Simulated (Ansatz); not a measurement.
Ligand exchange: Sn(CH3)Br + GeH2(CH3)(SH) → Sn(CH3)(SH) + GeH2(CH3)Br

Species: Sn(CH3)Br, singlet; GeH2(CH3)(SH), singlet; Sn(CH3)(SH), singlet; GeH2(CH3)Br, singlet. The partners trade Br for SH: Sn–Br and Ge–SH bonds give way to Sn–SH and Ge–Br.

Shapes, held fixed at every level: PBE0-D4/def2-TZVP. Flexible molecules stand in one conformer, not always the lowest. Programs: Ansatz 0.2.0. The zero-point and thermal change to 298 K, harmonic and unscaled (PBE0-D4/def2-TZVP), is +0.3 kJ/mol.

```
                level                    kind  ΔH(298 K) (kJ/mol)  less CCSD(T)/def2-TZVPP  CPU time (sum over the molecules)
     SPW92/def2-TZVPP                     LDA                +1.6                     -1.8                              8.4 s
  BHLYP-D4/def2-TZVPP           global hybrid                +7.6                     +4.2                               22 s
   PBE0-D4/def2-TZVPP           global hybrid                +5.5                     +2.1                               21 s
r2SCAN0-D4/def2-TZVPP           global hybrid                +5.7                     +2.3                               35 s
   wB97M-V/def2-TZVPP  range-separated hybrid                +5.7                     +2.3                               77 s
   wB97X-V/def2-TZVPP  range-separated hybrid                +7.2                     +3.8                               54 s
         MP2/def2-SVP     perturbation theory                +7.5                     +4.1                                  –
   CCSD(T)/def2-TZVPP   coupled cluster or CI                +3.4                      0.0                            6.9 min
```

The highest level, CCSD(T)/def2-TZVPP, gives ΔH(298 K) = +3.4 kJ/mol; the levels span +1.6 to +7.6. That is about zero within the method's error. The column of differences is taken from that level and isn't an error. No measured value is set beside it here. For atoms past krypton def2 sets carry core potentials with scalar relativity. Relativity is left out for Br, Ge. Outer-core shells of Br, Ge, Sn are correlated in most correlated rows, in sets that cover them unevenly. Times are processor times on shared x86 and Arm servers, and rough.

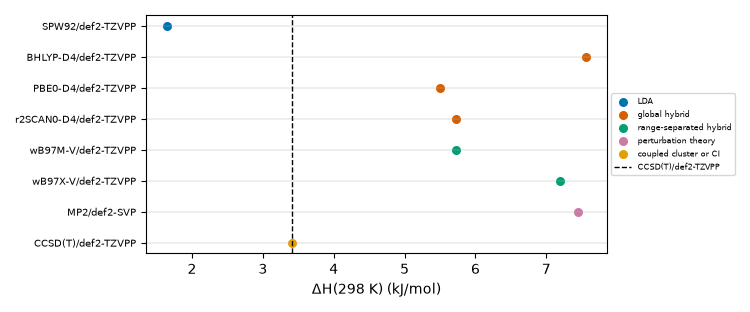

The values of the table, level by level.
